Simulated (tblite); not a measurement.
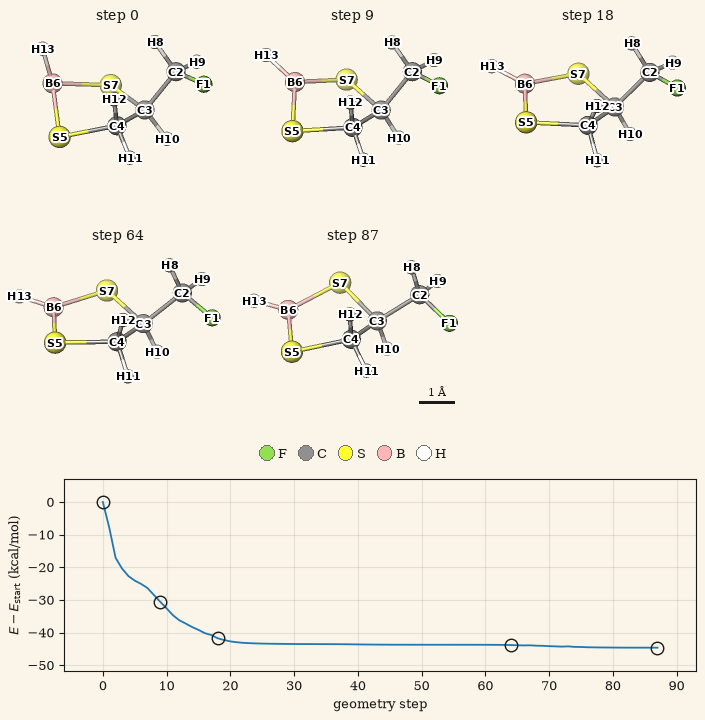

Frames of a relaxation of C$_{3}$H$_{6}$BFS$_{2}$, marked on the history of the run. The picture is a ball-and-stick view, seen at a tilt.

Method: GFN2-xTB geometry optimisation, gas phase in tblite. 

Q: What happens along the run?

A: The largest move after the best rigid fit is that of H13, 1.59 Å. Largest moves by element: H 1.59 Å, S 0.80 Å, F 0.73 Å, C 0.30 Å, B 0.19 Å. Among the contacts that change: S5–B6 1.910 → 1.771 Å, B6–S7 1.902 → 1.777 Å, C3–S7 1.792 → 1.850 Å, B6–H13 1.212 → 1.161 Å. Among the angles between lasting bonds that change: S5–B6–S7 97.0° → 116.0°, S7–C3–H10 114.0° → 106.0°, S5–B6–H13 116.5° → 122.3°. Groups turn about C3–S7 by about 40°. After 87 geometry steps the energy has fallen by 44.6 kcal/mol. From step 0 to 9: H13 moves most (0.61 Å), energy −30.5 kcal/mol. From step 9 to 18: H13 moves most (0.58 Å), energy −11.2 kcal/mol. From step 18 to 64: F1 moves most (0.40 Å), energy −2.08 kcal/mol. From step 64 to 87: S atoms move most (0.32 Å), energy −0.81 kcal/mol.
